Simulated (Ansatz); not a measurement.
## YPO4 (I4_1/amd): G0W0 under other settings

Aim: change settings of a G0W0 run on YPO4 (I4_1/amd) and see what moves.

Main program and level: Ansatz 0.2.0; G0W0 on r2SCAN, plane waves, PAW.

The database entry behind the starting cell differs from later determinations by our own check (impure mineral, about 0.2 % long), so it need not match the best structure at ambient conditions.

### 1. The starting structure

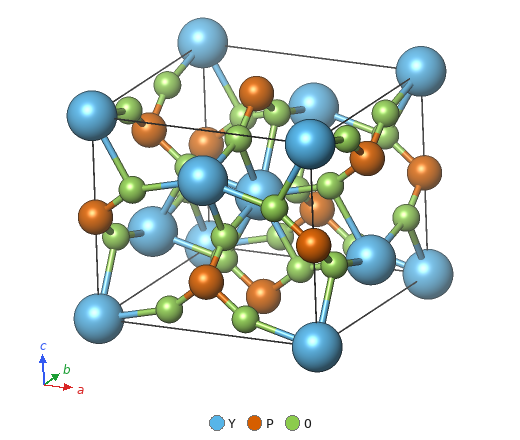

The starting structure, seen slightly off an axis (yttrium blue, phosphorus orange, oxygen green). This picture shows the conventional cell, with its axes. Some periodic images of atoms are drawn too.

The cell and positions come from the Crystallography Open Database and are kept as given unless a step says otherwise. The default PAW set here is soft_2. Its files were made with PBE.

### 2. The base run: 2×2×2 mesh, 305 empty bands, screening to 96 eV

G0W0 replaces the xc potential by the self-energy, built once from these orbitals. Only a window of levels is corrected, while the sums run over the empty bands that the input names.

Contents of input.yaml:

```yaml
crystal:
  lattice:
    - [-3.44735, 3.44735, 3.0138]
    - [3.44735, -3.44735, 3.0138]
    - [3.44735, 3.44735, -3.0138]
  atoms:
    - { symbol: "Y", position: [0.75, 0.25, 0.5] }
    - { symbol: "Y", position: [0.0, 0.0, 0.0] }
    - { symbol: P, position: [0.5, 0.5, 0.0] }
    - { symbol: P, position: [0.25, 0.75, 0.5] }
    - { symbol: O, position: [0.1661, 0.3408, 0.8253] }
    - { symbol: O, position: [0.0908, 0.7655, 0.6747] }
    - { symbol: O, position: [0.5155, 0.3408, 0.1747] }
    - { symbol: O, position: [0.0908, 0.4161, 0.3253] }
    - { symbol: O, position: [0.5839, 0.9092, 0.6747] }
    - { symbol: O, position: [0.6592, 0.8339, 0.1747] }
    - { symbol: O, position: [0.2345, 0.9092, 0.3253] }
    - { symbol: O, position: [0.6592, 0.4845, 0.8253] }
kpoints:
  mp_grid: { grid: [2, 2, 2] }
hamiltonian:
  xc: r2scan
scf:
  occupations: { method: fixed }
gw:
  n_empty_bands: 305
  ecut_chi: 96
  qp_bands: [v4, c4]
  qp_kpoints: band_edges
  screening: { model: contour_deformation }
```

On the command line:

```bash
> ansatz run input.yaml --threads 24 --pin off --max-ram 82944MiB --backend cuda --events-out ev --progress --plain --runs-dir out --devices 1 --max-vram 78GiB
```

Numbers of over 12 decimals in the logs are rounded to 6 here.

Log:

```text
GPUs: using 1 of 1 available (devices: 1).
Engine: ansatz 0.2.0, aarch64-unknown-linux-gnu
Pseudopotentials: kind: paw
Pseudopotential: Y, paw, valence charge 11, recommended cutoff 500 eV (meta_gga), Y.paw.azcp
Pseudopotential: P, paw, valence charge 5, recommended cutoff 500 eV (meta_gga), P.paw.azcp
Pseudopotential: O, paw, valence charge 6, recommended cutoff 500 eV (meta_gga), O.paw.azcp
Functional definition: r2SCAN
  parameter k0 = 0.174
  parameter k1 = 0.065
  parameter a1 = 4.9479
  exchange = r2scan_x(k0 = k0, k1 = k1, a1 = a1)
  correlation = r2scan_c
[...]
Crystal: 12 atoms, lattice volume = 143.267 Å³
Basis set: ecut = 500 eV, 3683 PW (Γ), exchange–correlation on 180×180×180 points (64 copies of the dense FFT grid, shifted against one another)
Bands: 52, of which v1, the nominal top of the filled ones, is band 40 counted from 1 (39 counted from 0)
Symmetry: 16 space group operations
Space group: I41/amd (ITA 141), of the structure as read, at distance tolerance 5.2e-5 Å
k-points: 4 of 8
Non-local potential: Y, projectors of the file, l = 0: 3, l = 1: 2, l = 2: 2, l = 3: 1
Non-local potential: P, projectors of the file, l = 0: 2, l = 1: 2, l = 2: 2
Non-local potential: O, projectors of the file, l = 0: 2, l = 1: 2, l = 2: 1
PAW form: soft (Blöchl's): semilocal exchange-correlation on the pseudo side does not see the compensation charge
PAW frozen core: Y, regenerated for the run's functional (the file was generated under x = pbe(κ = 0.804, μ = 0.219515), c = pbe(β = 0.066725))
PAW frozen core: P, regenerated for the run's functional (the file was generated under x = pbe(κ = 0.804, μ = 0.219515), c = pbe(β = 0.066725))
PAW frozen core: O, regenerated for the run's functional (the file was generated under x = pbe(κ = 0.804, μ = 0.219515), c = pbe(β = 0.066725))
PAW one-centre angular grid: Y, 590 points (default); XC on 160 Gauss nodes
PAW one-centre angular grid: P, 302 points (default); XC on 160 Gauss nodes
PAW one-centre angular grid: O, 302 points (default); XC on 160 Gauss nodes
Initial density: superposition of atomic densities (neutral atoms: chi_scale 0, normalization atom), corrected by the library's trained network
Initial wavefunctions: pseudopotential atomic-orbital guess
[...]
Functional: x = r2scan, c = r2scan; τ floored in thin density (d = 2e-4 eV/Å³)
SCF iter   1: F=—  HF=-13805.011285 eV  |F-HF|=—  |Δ(HF+E_count)|=         —  Δρ=9.43e-3  dr2=1.34e-1  dr2_τ=1.06e0  ethr=1.77e-3  ⟨swp⟩=5.0  Hψ=836  notcnv=0  defer=37
preconditioner: auto → Resta (q_TF=auto, 2.476 Å⁻¹)  ε∞=3.3  [insulator: Δε(μ)=6.929 eV  Ē_g=17.912 eV  n_scr=42 (ndim 8)  ℏωp=27.0 eV  f_vac=0.037  ε∞_Penn≈3.3]
[...]
NSCF: frozen V_eff on 1 k-points
SCF converged after 7 iterations
Free energy (F): -13805.280112 eV
Harris-Foulkes:  -13805.280112 eV  (|F-HF|=7.48e-10)
Internal energy: -13805.280112 eV  (E = F + TS)
E sigma→0 (E₀):  -13805.280112 eV
Fermi energy:    6.353916 eV
--- Per-component energies (eV) ---
  E_band       = -358.112972
  E_kinetic    = 2201.519845
  E_local      = -4259.604595  (includes V_loc(G=0)·N_el)
  E_nonlocal   = 536.928446
  E_hartree    = 1465.894477
  E_xc         = -1052.704945
  E_vxc        = -1440.322744  (∫ρ·V_xc dr)
  E_paw        = -8118.674975  (= ΣΔE_a)
  E_vpaw       = -415.806961  (= ΣTr[D̂ρ^β])
  E_aug_tail   = 0.008191  (compensation charges beyond the density's cutoff)
  E_vtau       = 87.376270  (kinetic-family band-sum trace: ∫τ·v_τ [+ j·A + Jᵃ·Aᵃ] dr)
  E_ewald      = -4577.901437
  E_core_change = -0.745119  (= ΣΔE_core)
  E_smearing   = -0.000000  (= −TS)
  E_closure    = 0.000000  (closes the sum)
  Σ components = -13805.280112   (vs F -13805.280112, Δ=0.00e0)
--- Band table (eV) ---
  k-point 0: bands = [... 36 lower, 5.8371, 5.8556, 5.8556, 6.3539, 13.1727, 13.2598, 13.9961, 14.4016, ... 8 higher]
  k-point 1: bands = [... 36 lower, 5.6093, 5.6093, 5.8897, 5.8897, 13.0505, 13.0505, 14.1403, 14.1403, ... 8 higher]
  k-point 2: bands = [... 36 lower, 5.5303, 5.5749, 6.1520, 6.2148, 13.3232, 13.5021, 14.0614, 14.1939, ... 8 higher]
  k-point 3: bands = [... 36 lower, 5.3393, 5.3393, 5.6721, 5.6721, 13.7466, 13.7466, 14.3708, 14.3708, ... 8 higher]
--- G₀W₀: contour deformation, 5 samples at zero and on the imaginary axis and 1 off it, 8 q-points, 305 empty bands' worth ---
  eigenvalues of the whole cell's RPA ε∞ on this k-mesh (on a slab, of 1 + 4πα/V) = 2.8412, 2.8412, 3.1848; static W/v taken at q = 0 is 0.338519
  bands read: the sum over 345 bands ends inside a degenerate multiplet in 2 slots, whose members it reads at an even weight; the widest, k=1: bands 345 to 346 (counted from 1) at 1/2 each
  gw.qp_kpoints: band_edges: 4 of 4 stored k-points solved, in 1 pass; an edge of the gap read off the rows below is read off those points alone
    ik  band        ε_KS         Σx   Σc(E_QP)       V_xc       Z   E_QP_lin       E_QP  E_QP is
     0    37      5.8371   -26.3071     4.5536   -20.8813  0.7997     4.9580     4.9648  root
     0    38      5.8556   -26.2633     4.3814   -21.0606  0.8031     5.0286     5.0343  root
     0    39      5.8556   -26.2633     4.3814   -21.0606  0.8031     5.0286     5.0343  root
     0    40      6.3539   -26.7324     4.5047   -21.4321  0.8016     5.5529     5.5582  root
     0    41     13.1727    -9.1314    -4.3432   -14.9043  0.8426    14.6180    14.6024  root
     0    42     13.2598    -9.1861    -3.9914   -14.2773  0.8542    14.3668    14.3595  root
     0    43     13.9961    -9.0205    -4.8791   -15.4665  0.8360    15.5859    15.5630  root
     0    44     14.4016    -9.4444    -4.3956   -15.2726  0.8440    15.8493    15.8341  root
[...]
3    41     13.7466    -9.7129    -4.4885   -15.7329  0.8369    15.2980    15.2781  root
     3    42     13.7466    -9.7129    -4.4885   -15.7329  0.8369    15.2980    15.2781  root
     3    43     14.3708   -10.7876    -4.4995   -16.8924  0.8437    15.9949    15.9761  root
     3    44     14.3708   -10.7876    -4.4995   -16.8924  0.8437    15.9949    15.9761  root
```

It took 2.2 s on 1 × NVIDIA GB200 (shared by 2 runs) with 24 threads of Arm Neoverse V2, shared host; peak memory 1.6 GiB.

In the SCF lines HF is the Harris–Foulkes energy and dr2 the Hartree energy of the density residual, in eV; the loop may stop once dr2 is under the threshold and the program's other checks hold. Hψ counts applications of the Hamiltonian.

Numbers from this step:

- bands summed: 345
- RPA ε∞ on this mesh (eigenvalues): 2.841, 2.841, 3.185
- plane waves in the screening matrix: 313
- q-points in the mesh: 8
- G0W0 gap on the mesh: 8.801 eV
- k of the valence top: 0, 0, 0
- k of the conduction bottom: 0, 0, 0
- starting gap on the mesh: 6.697 eV
- Z at the valence top: 0.8016
- Z at the conduction bottom: 0.8542
- least direct G0W0 gap on the computed points: 8.801 eV

The gap on the mesh goes from 6.70 eV to 8.80 eV, a correction of +2.10 eV, though a band edge has moved to another state.

### 3. Variant: other PAW set

input.yaml, as its differences from that of step 2:

```diff
@@ -22,2 +22,3 @@
   xc: r2scan
+  pseudopotentials: { kind: paw, source: ansatz }
 scf:
@@ -25,4 +26,4 @@
 gw:
-  n_empty_bands: 305
-  ecut_chi: 96
+  n_empty_bands: 325
+  ecut_chi: 100
   qp_bands: [v4, c4]
```

Log:

```text
GPUs: using 1 of 1 available (devices: 1).
[...]
Crystal: 12 atoms, lattice volume = 143.267 Å³
Basis set: ecut = 1050 eV, 11043 PW (Γ), exchange–correlation on 288×288×288 points (64 copies of the dense FFT grid, shifted against one another)
Bands: 52, of which v1, the nominal top of the filled ones, is band 40 counted from 1 (39 counted from 0)
Symmetry: 16 space group operations
[...]
k-points: 4 of 8
[...]
SCF iter   1: F=—  HF=-13809.891920 eV  |F-HF|=—  |Δ(HF+E_count)|=         —  Δρ=9.53e-2  dr2=1.57e1  dr2_τ=5.79e0  ethr=3.10e-3  ⟨swp⟩=4.8  Hψ=812  notcnv=0  defer=39
[...]
SCF iter   8: F=-13806.158398 eV  HF=-13806.158398 eV  |F-HF|=1.38e-9  |Δ(HF+E_count)|=   3.17e-7  Δρ=3.72e-6  dr2=2.75e-8  dr2_τ=4.26e-9  ethr=1.25e-10  ⟨swp⟩=14.8  Hψ=1138  notcnv=0
SCF 1 converged in 8 iterations: F = -13806.158398 eV  dr2 = 2.75e-8
[...]
NSCF: frozen V_eff on 4 k-points
[...]
G₀W₀ screening: q 1/4
[... further progress lines ...]
[...]
SCF converged after 8 iterations
Free energy (F): -13806.158398 eV
[...]
Internal energy: -13806.158398 eV  (E = F + TS)
E sigma→0 (E₀):  -13806.158398 eV
Fermi energy:    6.402045 eV
[...]
--- Band table (eV) ---
  k-point 0: bands = [... 36 lower, 5.8849, 5.9026, 5.9026, 6.4020, 13.2143, 13.2988, 14.0395, 14.4388, ... 8 higher]
  k-point 1: bands = [... 36 lower, 5.6562, 5.6562, 5.9374, 5.9374, 13.0895, 13.0895, 14.1799, 14.1799, ... 8 higher]
  k-point 2: bands = [... 36 lower, 5.5772, 5.6217, 6.1999, 6.2622, 13.3647, 13.5428, 14.1012, 14.2323, ... 8 higher]
  k-point 3: bands = [... 36 lower, 5.3866, 5.3866, 5.7189, 5.7189, 13.7907, 13.7907, 14.4072, 14.4072, ... 8 higher]
[...]
0    37      5.8849   -26.3016     4.5306   -20.8743  0.7993     4.9809     4.9882  root
     0    38      5.9026   -26.2570     4.3558   -21.0543  0.8027     5.0496     5.0557  root
     0    39      5.9026   -26.2570     4.3558   -21.0543  0.8027     5.0496     5.0557  root
     0    40      6.4020   -26.7264     4.4798   -21.4249  0.8012     5.5746     5.5803  root
     0    41     13.2143    -9.1172    -4.3633   -14.8877  0.8425    14.6367    14.6215  root
     0    42     13.2988    -9.2127    -4.0100   -14.3138  0.8538    14.3970    14.3899  root
     0    43     14.0395    -9.0067    -4.8992   -15.4489  0.8359    15.6047    15.5825  root
     0    44     14.4388    -9.4295    -4.4197   -15.2557  0.8438    15.8598    15.8452  root
[...]
3    41     13.7907    -9.7015    -4.5090   -15.7185  0.8368    15.3179    15.2987  root
     3    42     13.7907    -9.7015    -4.5090   -15.7185  0.8368    15.3179    15.2987  root
     3    43     14.4072   -10.8069    -4.5295   -16.9177  0.8433    16.0066    15.9884  root
     3    44     14.4072   -10.8069    -4.5295   -16.9177  0.8433    16.0066    15.9884  root
```

The job ended after 3.5 s (1 × NVIDIA GB200 (shared by 2 runs) with 24 threads; peak memory 2.7 GiB; 14 s of CPU time).

The G0W0 gap on the mesh is 8.810 eV.

Against the base:

| setting | base | variant |
| --- | --- | --- |
| files | default PAW | hard PAW |
| empty bands | 305 | 325 |
| screening cutoff (eV) | 96 | 100 |

| quantity | variant | base |
| --- | --- | --- |
| starting gap on the mesh | 6.687 | 6.697 |
| G0W0 gap on the mesh | 8.810 | 8.801 |
| least direct G0W0 gap on the computed points | 8.810 | 8.801 |
| Z at the valence top | 0.801 | 0.802 |
| Z at the conduction bottom | 0.854 | 0.854 |

### 4. Outcome

```
base          : 8.80 eV, 2.2 s
other PAW set : 8.81 eV, 3.5 s
```

Other PAW set: the gap moves by +0.01 eV (the plane-wave cutoff goes from 500 to 1050 eV). The variant differs from the base in files, empty bands and screening cutoff together, so the change can't be laid to one of them. All runs here use a coarse mesh and modest cutoffs; they test settings and are not final values. The 2×2×2 mesh is coarse for this cell (its supercell is 11 Å along the shortest edge). The RPA ε∞ on it, from the r2SCAN start, is 2.84 and 3.18; such meshes misread the long-range screening, most where the gap is narrow. The many-body steps are scalar-relativistic: spin-orbit coupling is not in them.

[Paths, hosts, dates, memory and timing lines, banners, echoed tables and standing remarks are left out of the program output.]

[Logs are printed without paths, hosts, clocks, repeated set-up lines and the standing remarks that a program may print on its own settings, such as how far it seeks lower states.]

[Runs of the session that timed out or met a known fault of the program may be left out.]

[Cells called generated may have been cut or substituted from an entry of the Crystallography Open Database or the Materials Project.]

[Hosts, paths, dates, database ids (printed as entryN), source tags and the programs' standing remarks are cut or masked in the printed files.]
